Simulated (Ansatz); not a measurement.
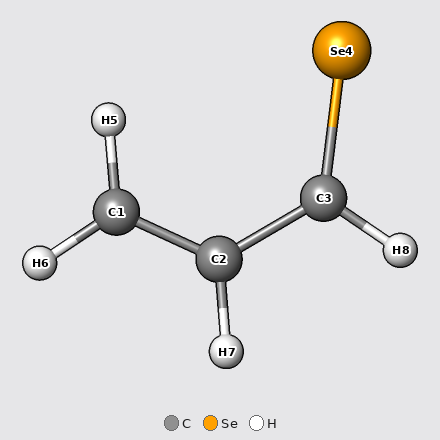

The system is C₃H₄Se, SMILES C=CC=[Se]; the picture shows the reference structure. 
- Coordinates scanned: (1) dihedral H5–C1–C2–C3; (2) dihedral C1–C2–C3–Se4.
- Nothing is relaxed (all other coordinates rigid).
- The scan uses a 12 × 12 grid; 74 points were computed and 70 follow by symmetry.
- Points are written as (first, second).
- Energies: eV, counted from the lowest grid point.
- Energies and slopes of some neighbouring points disagree (a jump in structure or state, or too coarse a mesh). The dihedral twists a double bond; near 90° a spin-restricted reference is unreliable.
- All numbers below come from RKS SPW92 (LDA)/def2-TZVP in Ansatz 0.2.0.

Its coordinates:

```yaml
atoms:
  - { symbol: C, position_ang: [-0.0585, 1.2371, 0.0927] }
  - { symbol: C, position_ang: [0.4105, 0.0150, 0.3703] }
  - { symbol: C, position_ang: [-0.0595, -1.2005, -0.2323] }
  - { symbol: Se, position_ang: [-1.3299, -1.3761, -1.4474] }
  - { symbol: H, position_ang: [-0.8622, 1.3546, -0.6459] }
  - { symbol: H, position_ang: [0.3398, 2.1278, 0.5849] }
  - { symbol: H, position_ang: [1.2146, -0.0958, 1.1101] }
  - { symbol: H, position_ang: [0.4373, -2.1191, 0.1117] }
```

Range: dihedral H5–C1–C2–C3 from −180 to 150°; dihedral C1–C2–C3–Se4 from −180 to 150°.

Q: What will the energy surface look like?

A: The lowest grid point is at (0°, −180°). Other grid points that lie below all their neighbours: (−180°, −180°) (0.0012 eV higher); (0°, 0°) (0.11 eV higher); (−180°, 0°) (0.11 eV higher). The highest grid point, (−90°, −90°), lies 4.24 eV above the lowest.

| dihedral C1–C2–C3–Se4 ↓, dihedral H5–C1–C2–C3 → | −180 | −150 | −120 | −90 | −60 | −30 | 0 | 30 | 60 | 90 | 120 | 150 |
| --- | --- | --- | --- | --- | --- | --- | --- | --- | --- | --- | --- | --- |
| 150 | 0.12 | 0.47 | 1.54 | 3.04 | 1.75 | 0.57 | 0.12 | 0.47 | 1.55 | 3.04 | 1.75 | 0.57 |
| 120 | 0.37 | 0.75 | 1.91 | 3.55 | 2.10 | 0.82 | 0.37 | 0.76 | 1.91 | 3.56 | 2.11 | 0.82 |
| 90 | 0.46 | 0.93 | 2.25 | 4.24 | 2.20 | 0.88 | 0.46 | 0.93 | 2.25 | 4.24 | 2.20 | 0.88 |
| 60 | 0.31 | 0.76 | 2.02 | 3.89 | 1.98 | 0.72 | 0.31 | 0.76 | 2.02 | 3.88 | 1.98 | 0.73 |
| 30 | 0.15 | 0.52 | 1.62 | 3.21 | 1.75 | 0.57 | 0.14 | 0.52 | 1.62 | 3.20 | 1.74 | 0.57 |
| 0 | 0.11 | 0.49 | 1.54 | 2.96 | 1.55 | 0.49 | 0.11 | 0.49 | 1.55 | 2.96 | 1.54 | 0.49 |
| −30 | 0.15 | 0.57 | 1.74 | 3.20 | 1.62 | 0.52 | 0.14 | 0.57 | 1.75 | 3.21 | 1.62 | 0.52 |
| −60 | 0.31 | 0.73 | 1.98 | 3.88 | 2.02 | 0.76 | 0.31 | 0.72 | 1.98 | 3.89 | 2.02 | 0.76 |
| −90 | 0.46 | 0.88 | 2.20 | 4.24 | 2.25 | 0.93 | 0.46 | 0.88 | 2.20 | 4.24 | 2.25 | 0.93 |
| −120 | 0.37 | 0.82 | 2.11 | 3.56 | 1.91 | 0.76 | 0.37 | 0.82 | 2.10 | 3.55 | 1.91 | 0.75 |
| −150 | 0.12 | 0.57 | 1.75 | 3.04 | 1.55 | 0.47 | 0.12 | 0.57 | 1.75 | 3.04 | 1.54 | 0.47 |
| −180 | 0.00 | 0.39 | 1.48 | 3.01 | 1.48 | 0.39 | 0.00 | 0.39 | 1.48 | 3.01 | 1.48 | 0.39 |

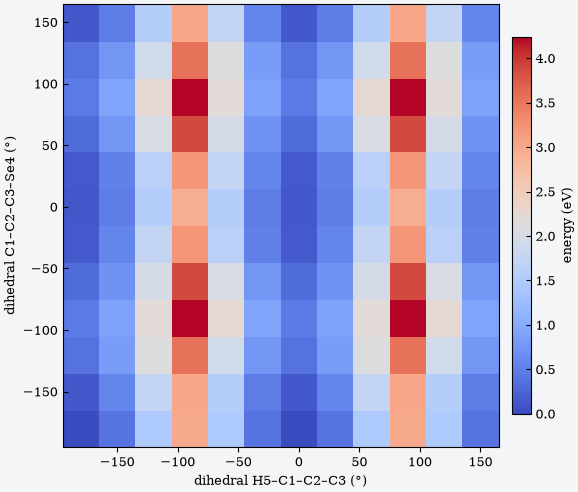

In the figure: one coloured cell a grid point.

Time for the 74 points that were run: 6 min on 1 thread of Arm Neoverse V2, on a shared host.
